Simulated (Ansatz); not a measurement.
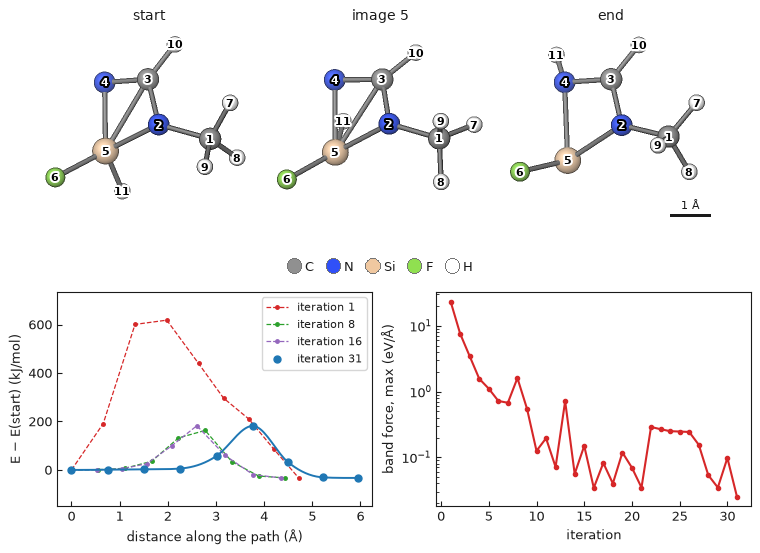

A search for the minimum-energy path of C2H5FN2Si by the nudged elastic band. Images are numbered from 0 (start) to 8 (end). The plot follows the band through its iterations. The picture is a ball-and-stick view, seen at a tilt.

All numbers below come from Ansatz, RKS PBE-D4/cc-pVDZ. Settings: 7 movable images; climbing image; force threshold 0.05 eV/Å; iteration limit 60; starting path through a guess of the saddle point.

Question: How did the profile develop, and is the result final?

Answer: The result is final at these settings. The band converged in 31 iterations. The largest component of the band force went from 23 to 0.025 eV/Å. The climbing image converged on the top of the path. Its vibrational analysis gives one imaginary mode (1224i cm⁻¹), as a transition state must have. The first iteration put the highest image at 618.2 kJ/mol. Forward barrier 181.6 kJ/mol, backward barrier 214.6 kJ/mol, with image 5 at the top; the reaction energy is −32.9 kJ/mol.

The run took 7.6 min on 2 threads of Arm Neoverse V1, on a shared host, peak memory 0.17 GiB.
